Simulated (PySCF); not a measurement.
# C4H15NOSi3 (SMILES CN(C)C(=O)[SiH2]C([SiH3])[SiH3]): what the fields show

```yaml
atoms:
  - { symbol: C, position_ang: [-2.8561, -0.9666, 0.2066] }
  - { symbol: N, position_ang: [-2.2557, 0.3385, 0.2184] }
  - { symbol: C, position_ang: [-3.1176, 1.4557, 0.5196] }
  - { symbol: C, position_ang: [-0.9337, 0.5520, -0.0124] }
  - { symbol: O, position_ang: [-0.4299, 1.6699, 0.0234] }
  - { symbol: Si, position_ang: [0.2883, -0.8943, -0.4196] }
  - { symbol: C, position_ang: [1.8976, -0.0394, -0.8187] }
  - { symbol: Si, position_ang: [2.4098, 1.1560, 0.5685] }
  - { symbol: Si, position_ang: [3.2857, -1.2321, -1.2558] }
  - { symbol: H, position_ang: [-3.6468, -1.0366, -0.5604] }
  - { symbol: H, position_ang: [-2.1060, -1.7385, -0.0134] }
  - { symbol: H, position_ang: [-3.3083, -1.2041, 1.1849] }
  - { symbol: H, position_ang: [-3.5785, 1.3375, 1.5149] }
  - { symbol: H, position_ang: [-2.5091, 2.3681, 0.5065] }
  - { symbol: H, position_ang: [-3.9243, 1.5417, -0.2279] }
  - { symbol: H, position_ang: [0.4230, -1.8029, 0.7631] }
  - { symbol: H, position_ang: [-0.2133, -1.7153, -1.5681] }
  - { symbol: H, position_ang: [1.6924, 0.5760, -1.7139] }
  - { symbol: H, position_ang: [3.8562, 0.8933, 0.8818] }
  - { symbol: H, position_ang: [1.6539, 0.8818, 1.8274] }
  - { symbol: H, position_ang: [2.2938, 2.5830, 0.1642] }
  - { symbol: H, position_ang: [2.8668, -2.1617, -2.3532] }
  - { symbol: H, position_ang: [3.6510, -2.0569, -0.0633] }
  - { symbol: H, position_ang: [4.4967, -0.4836, -1.7111] }
```

Geometry: PBE0-D3(BJ)/def2-SVP.

Computed with PBE0/pcSseg-1, SCF density, gas phase, non-relativistic in PySCF.

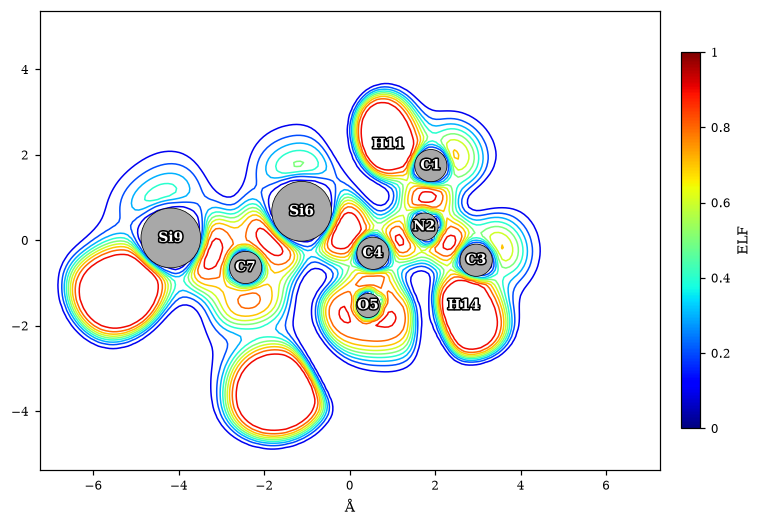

Figure 1. Electron localisation function on the plane of atoms N2, C3 and H14. Grey discs cover the atomic cores.

> What do the fields say about this system?

The plane passes through C, N, O, Si and H nuclei. C–O (1.23 Å): the ELF peaks at about 0.85 between the atoms; a short, multiple covalent bond. C–N (1.36 Å): the ELF peaks at about 0.90 between the atoms (localised, covalent bonding). C–Si (1.87 Å): the ELF peaks at about 0.95 between the atoms: localised, covalent bonding. C–H (1.10 Å): the ELF climbs to about 1 towards the hydrogen, as it does in any bond to H; an ordinary covalent bond to hydrogen. C–N (1.44 Å): the ELF peaks at about 0.95 between the atoms: a covalent bond. The ELF also peaks beside O5, away from the bonds: lone-pair regions.

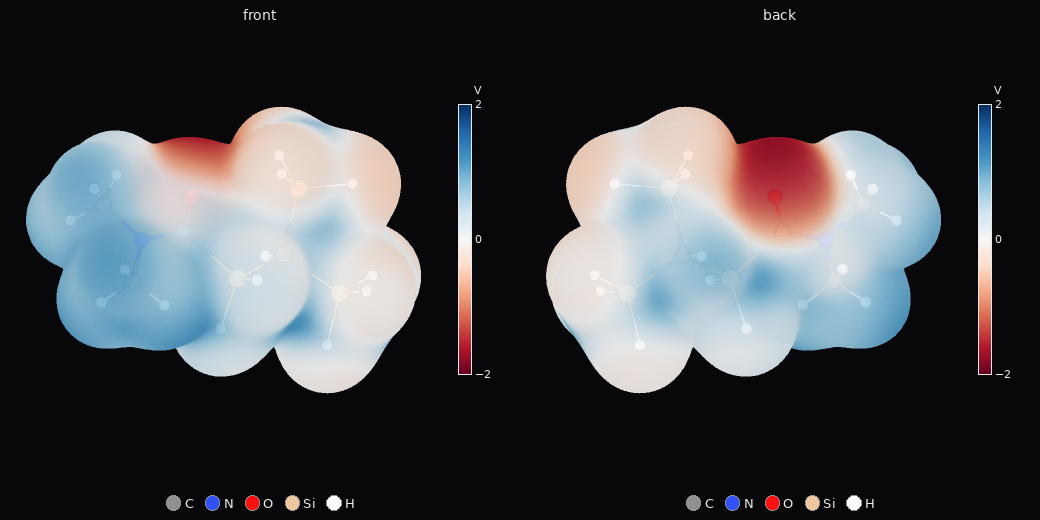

Figure 2. The molecular electrostatic potential painted on the density surface at 0.002 e/bohr³, seen from the front and from behind; the colour scale runs from red (negative) to blue (positive).

> Where is the surface potential most negative and most positive?

The most negative region (about −1.7 V) lies over O5, the most positive (about +1.2 V) over Si6, Si9 and H11. O5 is the likeliest acceptor of a hydrogen bond.
